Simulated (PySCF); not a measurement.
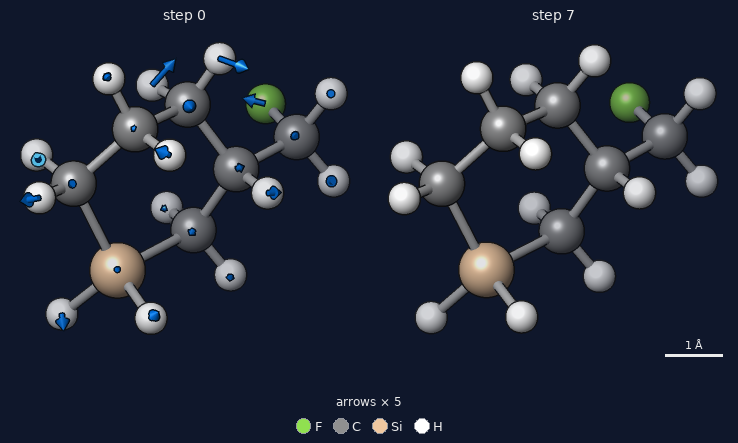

The structure of C6H13FSi before (left) and after (right) a relaxation, at one scale. The blue arrows give the displacements, 5 times their true length.

A ball-and-stick model, seen at a tilt.

The start comes from GFN2-xTB. Its atoms were then displaced at random by about 0.01 Å.

Level of theory: PySCF 2.14.0, density-fitted response routines, PBE0-D3(BJ)/def2-SVP geometry optimisation, gas phase. 

### Describe what moved and what it gained.

Over 7 geometry steps the energy falls by 4.42 kcal/mol. The largest move after the best rigid fit is that of an H atom, 0.16 Å. By element the largest moves are H 0.16 Å, F 0.09 Å, C 0.07 Å, Si 0.02 Å. Some distances before and after: C–H 1.055 → 1.104 Å, C–C 1.502 → 1.536 Å, C–C 1.554 → 1.528 Å, H–Si 1.475 → 1.500 Å. Among the angles between lasting bonds that change: C–C–H 112.7° → 108.2°, C–C–C 111.7° → 115.6°, H–C–H 108.4° → 105.9°. Cost: 2.7 min on 1 thread of Intel(R) Xeon(R) Platinum 8259CL CPU @ 2.50GHz, on a shared host.
